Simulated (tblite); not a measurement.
# Frequency calculation, with input and output: C2H11ClP2Si2

The run: frequency calculation of C2H11ClP2Si2. Method and program: GFN2-xTB harmonic vibrations, gas phase (tblite 0.8.0).

It belongs to a series of runs on one base structure; here: H on C replaced by CH2SiH3.

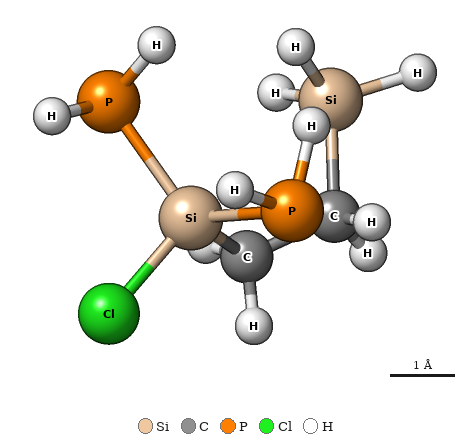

The structure (ball-and-stick view, seen at a tilt). Bond lengths as drawn: Cl–Si 2.06 Å, C–C 1.53 Å, C–H 1.09 to 1.10 Å, C–Si 1.90 to 1.92 Å, H–P 1.39 Å, H–Si 1.46 to 1.47 Å and P–Si 2.27 to 2.28 Å.

### Summary

```csv
quantity,value
outcome,converged
total energy,−624.8056 eV
zero-point energy,72.8810 kcal/mol
hardware,"1 CPU thread, shared host"
wall time,0.96 s
peak memory,0.18 GiB
```

### Input file
```
{"job": {"kind": "ir", "xc": "GFN2-xTB", "basis": "xTB"}, "charge": 0, "multiplicity": 1}
Si     2.177220     0.695177     0.377542
C      1.459797    -0.940480    -0.276915
C      0.308346    -0.774735    -1.265546
Si    -1.331307    -0.215571    -0.448224
P     -1.534623    -1.375485     1.495646
P     -1.457745     2.060176    -0.434055
Cl    -2.852320    -0.880626    -1.660585
H      2.555148     1.539413    -0.755776
H      1.172588     1.387216     1.193709
H      3.349108     0.386714     1.198101
H      1.121419    -1.561940     0.558851
H      2.261926    -1.501231    -0.763242
H      0.121210    -1.729367    -1.763810
H      0.588316    -0.064227    -2.045232
H     -0.915810    -0.404481     2.267628
H     -2.800260    -0.889273     1.786270
H     -1.388277     2.183931     0.945232
H     -2.843495     2.091104    -0.421251
```

The first line tells a small driver script what to run in tblite; the rest is the geometry in Å.

Command:
```bash
OMP_NUM_THREADS=1 python <driver script> task.json out
```

### The program's output
```
mode    cm-1     km/mol
  1      32.3      1.32
  2      45.0      0.06
  3      52.0      8.23
  4      88.2      0.77
  5      97.3      1.62
  6     124.2     10.43
  7     130.8      6.13
  8     137.7      8.57
  9     146.6      7.21
 10     156.1      4.97
 11     232.0      1.13
 12     313.4      2.09
 13     354.5      5.52
 14     466.3     94.28
 15     487.4     46.67
 16     502.7     32.22
 17     547.1     97.14
 18     657.1     49.45
 19     673.6      9.83
 20     683.4      1.11
 21     691.5     41.68
 22     705.8     28.19
 23     717.3     67.70
 24     769.2    146.93
 25     784.1    189.37
 26     785.7    183.24
 27     792.5    238.22
 28     826.0     28.81
 29    1076.1     10.15
 30    1079.0     25.64
 31    1132.7      6.15
 32    1136.9     11.91
 33    1159.6      2.12
 34    1279.9      1.82
 35    1299.0      5.74
 36    1468.0      1.99
 37    1483.0      2.00
 38    2220.9    333.65
 39    2267.8    336.07
 40    2271.8    197.06
 41    2280.8    137.34
 42    2291.0    127.34
 43    2358.1     11.40
 44    2367.1    234.96
 45    2926.8     54.44
 46    2947.8     46.68
 47    2962.4     39.46
 48    2972.7     16.71
```

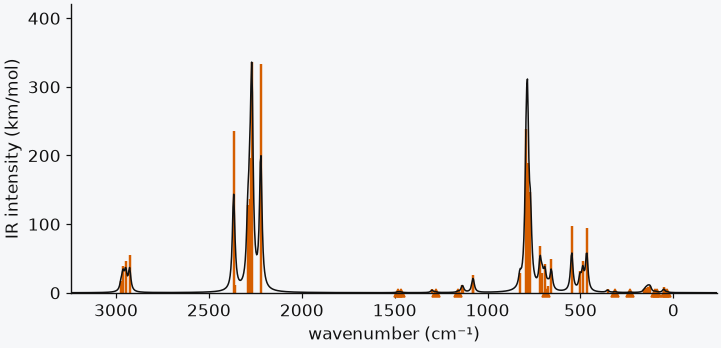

Harmonic infrared spectrum, unscaled: sticks (degenerate modes added up, dark ones marked on the axis) with a Lorentzian envelope of 16 cm⁻¹ full width, scaled to the tallest stick. 48 modes from 32 to 2973 cm⁻¹, none imaginary. The strongest line is at 2268 cm⁻¹ (336 km/mol).
